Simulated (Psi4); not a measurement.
# M06-L/cc-pVTZ-DK (sfX2C, sweep point 2) run of C2H2FO+ (SMILES [O+]#CCF)

What is the vertical ionisation energy of C2H2FO+ at M06-L/cc-pVTZ-DK (sfX2C, sweep point 2)? 

The results are computed with Psi4 1.11.

### Step 1. The structure to begin with

C2H2FO+: 6 atoms, total charge +1, spin state singlet. SMILES: `[O+]#CCF`. The coordinates come from a GFN2-xTB relaxation.

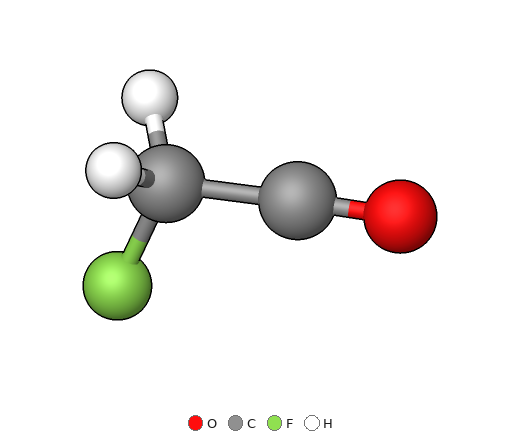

Viewed from a chosen angle; oxygen red, carbon grey, fluorine green, hydrogen white.

### Step 2. The energy at M06-L/cc-pVTZ-DK (sfX2C, sweep point 2)

Input file input.inp:

```
memory 1600 mb

molecule {
  1 1
  O     -1.265800    -1.593990     0.417170
  C     -0.611290    -0.722430     0.216160
  C      0.249990     0.369390    -0.063400
  F      1.209080     0.002270    -0.941840
  H      0.742170     0.725860     0.870880
  H     -0.324150     1.218910    -0.498970
  symmetry c1
}

set puream true
set scf_type pk
set dft_radial_points 99
set dft_spherical_points 590
set relativistic x2c

result, w = energy('m06-l/cc-pVTZ-DK', return_wfn=True)
```

Command:

```bash
$ psi4 input.inp input.out -n 1
```

input.out, shortened:

```text
[...]
  Running in c1 symmetry.
[...]
  Nuclear repulsion =  108.357207028323501
[...]
  Multiplicity = 1
[...]
  Nalpha       = 15
  Nbeta        = 15
[...]
    Number of basis functions: 148
[...]
    WARNING: The X2C and Dirac Hamiltonians have substatially different eigenvalues!
             This is probably caused by the recontraction of the basis set.
[...]
   @RKS iter   1:  -252.26442198522119    4.42022e-03   3.07179e-03 DIIS/ADIIS
[...]
   @RKS iter   9:  -252.34095078071479   -6.86487e-08   5.32734e-07 DIIS
[...]
    Orbital Energies [Eh]
    ---------------------
    Doubly Occupied:
       1A    -24.781976     2A    -19.398777     3A    -10.516222
       4A    -10.447709     5A     -1.457209     6A     -1.445647
       7A     -1.046015     8A     -0.826683     9A     -0.778676
      10A     -0.773223    11A     -0.769265    12A     -0.718491
      13A     -0.710229    14A     -0.601660    15A     -0.576045
[...]
  @RKS Final Energy:  -252.34095078071479
   => Energetics <=
    Nuclear Repulsion Energy =            108.3572070283235007
    One-Electron Energy =                -552.0257441306570172
    Two-Electron Energy =                 221.6389258971972822
    DFT Exchange-Correlation Energy =     -30.3113395755785540
    Empirical Dispersion Energy =           0.0000000000000000
    VV10 Nonlocal Energy =                  0.0000000000000000
    Total Energy =                       -252.3409507807147918
[...]
 Multipole Moments:
 ------------------------------------------------------------------------------------
     Multipole            Electronic (a.u.)      Nuclear  (a.u.)        Total (a.u.)
 ------------------------------------------------------------------------------------
 L = 1.  Multiply by 2.5417464519 to convert [e a0] to [Debye]
 Dipole X            :          0.0276016           -0.7365261           -0.7089245
 Dipole Y            :         -1.5854684            2.2389591            0.6534907
 Dipole Z            :         -0.5921554            1.3774814            0.7853260
 Magnitude           :                                                    1.2435276
[...]
```

Run time: 71 s. Hardware: 1 thread of AMD EPYC 7R43 (Zen 3), shared host; peak memory 1.3 GiB.

### Step 3. Doublet [C2H2FO]2+

Input file calc.inp:

```
memory 1.6 GB

molecule m {
  2 2
  O     -1.265800    -1.593990     0.417170
  C     -0.611290    -0.722430     0.216160
  C      0.249990     0.369390    -0.063400
  F      1.209080     0.002270    -0.941840
  H      0.742170     0.725860     0.870880
  H     -0.324150     1.218910    -0.498970
  symmetry c1
}

set {
  basis                cc-pVTZ-DK
  reference            uks
  puream               true
  scf_type             pk
  dft_radial_points    99
  dft_spherical_points 590
  maxiter              150
  relativistic         x2c
}

energy_value, wavefunction = energy('m06-l', return_wfn=True)
```

Command:

```bash
$ psi4 calc.inp calc.out -n 1
```

calc.out, shortened:

```text
[...]
  Running in c1 symmetry.
[...]
  Nuclear repulsion =  108.357207028323501
[...]
  Multiplicity = 2
[...]
  Nalpha       = 15
  Nbeta        = 14
[...]
    Number of basis functions: 148
[...]
    WARNING: The X2C and Dirac Hamiltonians have substatially different eigenvalues!
             This is probably caused by the recontraction of the basis set.
[...]
   @UKS iter   1:  -251.48457341736878    7.84269e-01   3.75571e-03 ADIIS/DIIS
[...]
   @UKS iter  11:  -251.60661848062671   -2.31383e-08   3.12684e-07 DIIS
[...]
   @S^2 Observed:                7.539637542E-01
[...]
    Orbital Energies [Eh]
    ---------------------
    Alpha Occupied:
       1A    -25.230888     2A    -19.666559     3A    -10.786264
       4A    -10.777798     5A     -1.868888     6A     -1.699368
       7A     -1.365440     8A     -1.155773     9A     -1.118586
      10A     -1.106408    11A     -1.037272    12A     -1.012418
      13A     -0.990752    14A     -0.975283    15A     -0.954108
    Alpha Virtual:
      16A     -0.652593    17A     -0.617454    18A     -0.445885
      19A     -0.429853    20A     -0.401582    21A     -0.384607
      22A     -0.259283    23A     -0.188672    24A     -0.179104
      25A     -0.160973    26A     -0.110039    27A     -0.106966
[...]
  @UKS Final Energy:  -251.60661848062671
   => Energetics <=
    Nuclear Repulsion Energy =            108.3572070283235007
    One-Electron Energy =                -542.2283531319662870
    Two-Electron Energy =                 212.1377483867174760
    DFT Exchange-Correlation Energy =     -29.8732207637013936
    Empirical Dispersion Energy =           0.0000000000000000
    VV10 Nonlocal Energy =                  0.0000000000000000
    Total Energy =                       -251.6066184806267074
[...]
 Multipole Moments:
 ------------------------------------------------------------------------------------
     Multipole            Electronic (a.u.)      Nuclear  (a.u.)        Total (a.u.)
 ------------------------------------------------------------------------------------
 L = 1.  Multiply by 2.5417464519 to convert [e a0] to [Debye]
 Dipole X            :          0.6505152           -0.7365261           -0.0860109
 Dipole Y            :         -0.7090537            2.2389591            1.5299055
 Dipole Z            :         -0.7632375            1.3774814            0.6142438
 Magnitude           :                                                    1.6508495
[...]
```

Wall time 1.8 min (1 thread of AMD EPYC 7R43 (Zen 3), shared host); peak memory 1.3 GiB.

### Step 4. What came out

At M06-L/cc-pVTZ-DK (sfX2C, sweep point 2):

```
                                              quantity          value
                         singlet C2H2FO+: total energy  -252.34095 Eh
                          singlet C2H2FO+: HOMO energy      -15.67 eV
                          singlet C2H2FO+: LUMO energy      -10.31 eV
                        singlet C2H2FO+: HOMO–LUMO gap        5.37 eV
                      doublet [C2H2FO]2+: total energy  -251.60662 Eh
doublet [C2H2FO]2+: HOMO energy (highest over α and β)      -25.90 eV
 doublet [C2H2FO]2+: LUMO energy (lowest over α and β)      -24.16 eV
                              doublet [C2H2FO]2+: ⟨S²⟩          0.754
  vertical ionisation energy (to the doublet dication)      19.982 eV
```

What this shows: The vertical ionisation energy comes to 19.98 eV (461 kcal/mol). −ε(HOMO) before ionisation, 15.67 eV, is 4.31 eV below this ionisation energy.
